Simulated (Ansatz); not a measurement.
A series of calculations on BH₃O₂F

### Relaxation

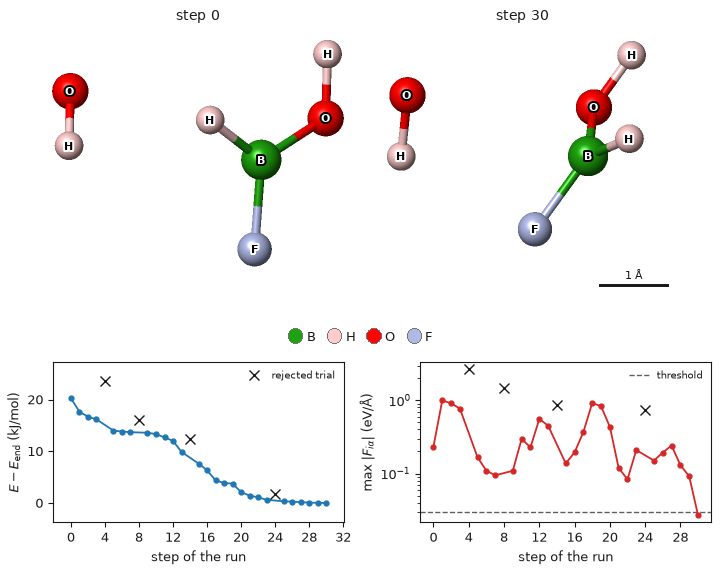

First and last geometry of a relaxation of BH3O2F (multiplicity 2), with the history of the run. A ball-and-stick model, seen at a tilt.

The run prepares an end point of a later path (reaction) calculation, from a guessed geometry.

Theory: UHF/def2-SVP (Ansatz).

Input file:
```yaml
crystal:
  periodic: [false, false, false]
  atoms:
    - { symbol: B, position_ang: [0.01759, -0.184755, -0.111147] }
    - { symbol: H, position_ang: [0.22135, -0.517989, 1.016341] }
    - { symbol: O, position_ang: [0.948708, -0.220873, -1.066878] }
    - { symbol: H, position_ang: [1.794719, -0.526639, -0.781108] }
    - { symbol: F, position_ang: [-1.18484, 0.237258, -0.439534] }
    - { symbol: O, position_ang: [0.105756, -0.14831, 3.199694] }
    - { symbol: H, position_ang: [-0.818784, -0.391692, 3.234832] }
magnetization:
  spin_polarized: true
  initial_magnetization: 1
basis:
  gaussian: { orbitals: def2-SVP }
hamiltonian:
  xc: hf
relax:
  f_tol: 0.03
  max_steps: 50
output:
  orbitals: {}
```

Run as
```bash
ansatz run input.yaml --threads 1 --pin off --max-ram 2048MiB --backend cpu --events-out ev --progress --plain --runs-dir out
```

### Read the history and describe the run.

It converged. The atom that moves furthest after the best rigid fit is H2 (1.54 Å). By element the largest moves are H 1.54 Å, O 0.83 Å, F 0.80 Å, B 0.32 Å. Near-neighbour distances that change, for instance: B1–F5 1.316 → 1.323 Å. After 26 accepted moves (30 points after the start) the energy has fallen by 20.3 kJ/mol. The largest force component goes from 0.23 to 0.027 eV/Å. The line search rejected the trial steps at points 4, 8, 14, 24 of the run.

Limits of the set-up: the start holds two separate molecules, 2.2 Å apart at their closest, whose relative position is a soft coordinate and is computed without a dispersion correction; Hartree-Fock leaves out electron correlation.

### Relaxation

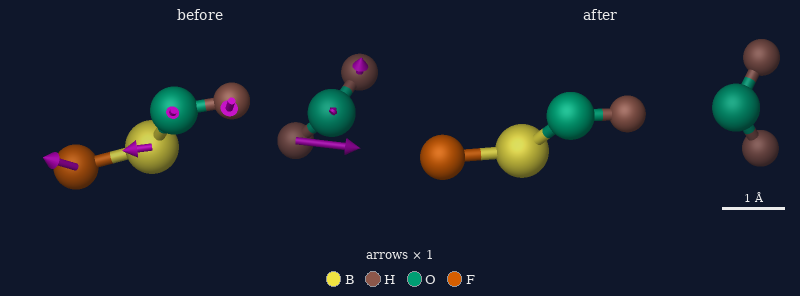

The structure of BH3O2F (multiplicity 2) before (left) and after (right) a relaxation, at one scale. The purple arrows give the displacements, at their true length.

Style: ball-and-stick. Shown from a free direction.

The run prepares an end point of a later path (reaction) calculation, from a guessed geometry.

Computed with UHF/def2-SVP (Ansatz). Settings: collinear spin; force threshold 0.03 eV/Å; at most 50 steps.

What changed between the two?

Answer. An H atom moves most after the best rigid fit: 1.06 Å. By element the largest moves are H 1.06 Å, F 0.74 Å, B 0.49 Å, O 0.24 Å. Some distances before and after: H–O 0.971 → 0.946 Å, B–F 1.308 → 1.313 Å. Bond angles that change, for instance: B–O–H 113.3° → 115.4°. The energy falls by 17.5 kJ/mol in 9 accepted moves (10 points after the start). The largest force component goes from 0.92 to 0.012 eV/Å. The line search rejected the trial step at point 7 of the run. The forces were under the threshold at step 8, but the run went on from there. The run took 12 s on 1 thread of Arm Neoverse V2, with other jobs on the host, peak memory 0.13 GiB.

Limits of the set-up: Hartree-Fock leaves out electron correlation.

### Path

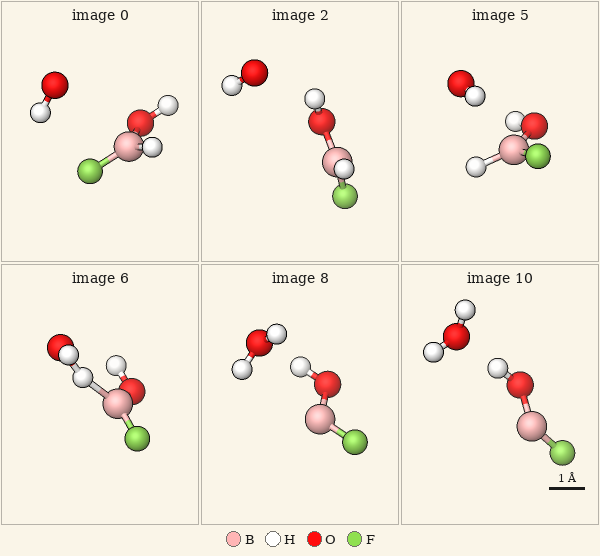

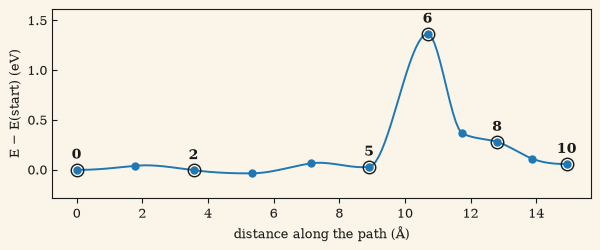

A search for the minimum-energy path of BH$_{3}$O$_{2}$F (multiplicity 2), made up at the start of BH2OF and HO by the nudged elastic band. Images are numbered from 0 (start) to 10 (end). The picture is a ball-and-stick view, seen at a tilt.

Computed with Ansatz 0.2.0, UHF/def2-SVP. Settings: 9 movable images; climbing image; force threshold 0.05 eV/Å; iteration limit 60; starting path through a guess of the saddle point.

### Describe the mechanism and the energy profile.

The energy climbs by 1.36 eV to image 6 and then falls by 1.31 eV, so the end point sits at +0.06 eV. Image 3 lies below both ends, at −0.04 eV, which points to an intermediate minimum that so few images don't resolve. The path has more than one stage, and so few images may leave a stage unresolved. Breaking: B–H (1.19 → 3.91 Å). Forming: H–O (3.31 → 0.95 Å). The band converged in 53 iterations. The largest component of the band force went from 85 to 0.034 eV/Å. The climbing image converged on the top of the path. Its vibrational analysis gives one imaginary mode (2713i cm⁻¹), as a transition state must have.

Limits of the set-up: the start holds two separate molecules, 2.3 Å apart at their closest, whose relative position is a soft coordinate and is computed without a dispersion correction; Hartree-Fock leaves out electron correlation.
